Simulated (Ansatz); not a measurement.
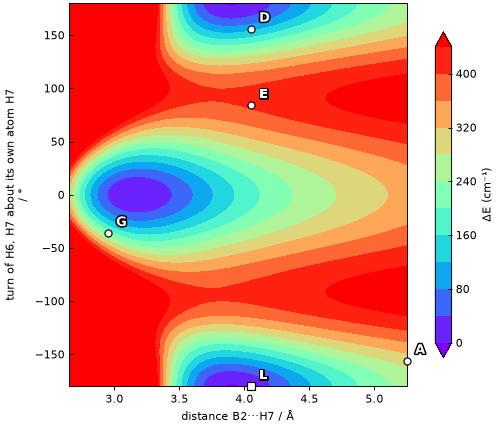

The pair BF₄···H₂, charge −1. The turn is about an axis along (0.32, −0.94, −0.12) in the frame of the relaxed pair, normal to the line between the partners. First axis: distance B2···H7. Second axis: turn of H6, H7 about its own atom H7. The scan uses a 15 × 15 grid. Points are written as (first, second). Energies: cm⁻¹, counted from the lowest grid point. Level of theory: RHF/def2-SVPD (Ansatz 0.2.0).

Drawn: filled contours, one colour for all values above the top of the scale, lettered points. Between grid points the surface is interpolated.

### Rank the lettered points by energy, lowest first.

L (9 cm⁻¹), D (106 cm⁻¹), G (217 cm⁻¹), A (297 cm⁻¹), E (405 cm⁻¹).

### What kind of point is each of D, G: minimum, saddle, maximum or slope?

D: on a slope; G: on a slope. (In these two coordinates alone; a stationary point may lie a little off the grid point.)
